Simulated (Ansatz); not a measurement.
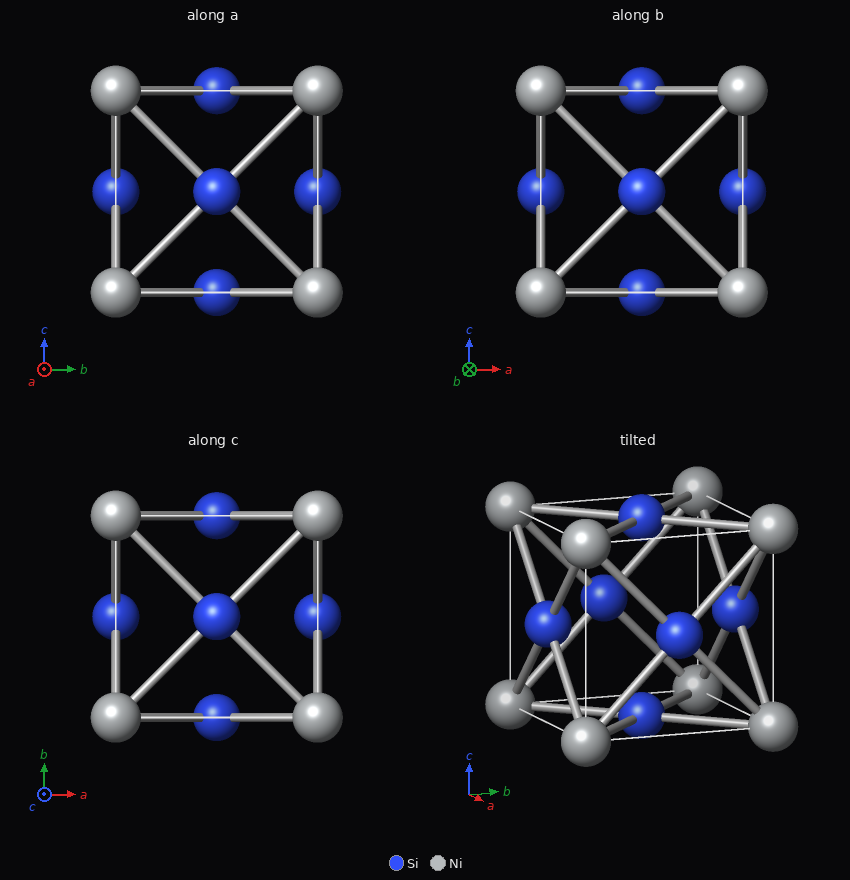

Shown here is a ball-and-stick view of the crystal, taken along the a axis, along the b axis, along the c axis and slightly off an axis. Thin lines show the conventional unit cell, with boundary atoms drawn in all their periodic places.

Lattice parameters: a = 3.7003 Å, b = 3.7003 Å, c = 3.7003 Å, α = 90.000°, β = 90.000°, γ = 90.000°.

Write down what is shown as a CIF in P1 with every atom of the cell.

Answer.
```cif
data_structure
_symmetry_space_group_name_H-M 'P 1'
_symmetry_Int_Tables_number 1
_cell_length_a 3.7003
_cell_length_b 3.7003
_cell_length_c 3.7003
_cell_angle_alpha 90.000
_cell_angle_beta 90.000
_cell_angle_gamma 90.000
_cell_volume 50.67
loop_
_atom_site_label
_atom_site_type_symbol
_atom_site_fract_x
_atom_site_fract_y
_atom_site_fract_z
_atom_site_occupancy
Si1 Si 0.0000 0.5000 0.5000 1
Si2 Si 0.5000 0.0000 0.5000 1
Si3 Si 0.5000 0.5000 0.0000 1
Ni1 Ni 0.0000 0.0000 0.0000 1
```

Starting structure: a structure type filled with these elements by a generator (whether the compound takes this form wasn't checked). Earlier steps of the study may have refined or changed the cell and positions. It went into a calculation with Ansatz.
